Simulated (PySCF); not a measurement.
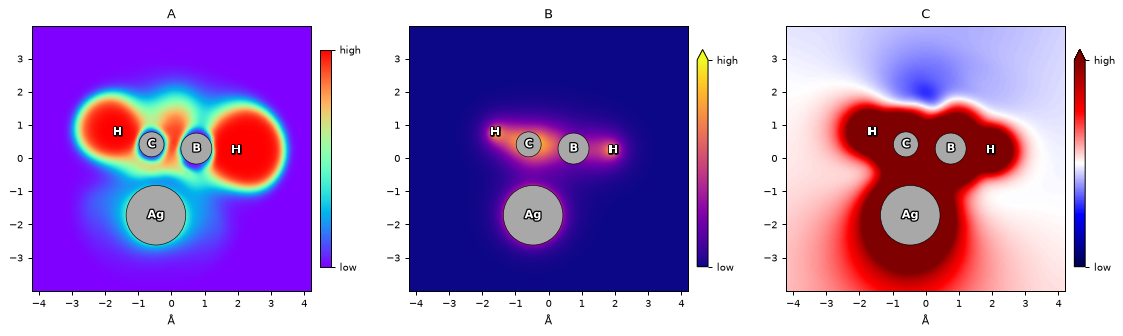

CH2AgB: 3 fields on the molecular plane, with unlabelled colour scales. Grey discs cover the atomic cores.

Geometry: PBE0-D3(BJ)/def2-SVP; core potentials replace the inner electrons of Ag.

Level of theory: Gaussian-basis quantum chemistry of an isolated molecule with PySCF, energy and nuclear gradient, functional PBE0 in PySCF.

**The panels show electron density, electron localisation function and electrostatic potential in some order. Assign them.**

Panel A: electron localisation function. Panel B: electron density. Panel C: electrostatic potential (strongly positive close to the atoms, with negative regions outside electron-rich atoms). From the grid: C–B (1.36 Å): ρ is about 1.9 e/Å³ halfway; the ELF peaks at about 0.90 between the atoms (a covalent bond). C–Ag (2.14 Å): ρ at the midpoint is about 0.64 e/Å³; the ELF peaks at about 0.70 in the valence shell of C, 0.7 Å from its nucleus, and is about 0.25 at the midpoint.
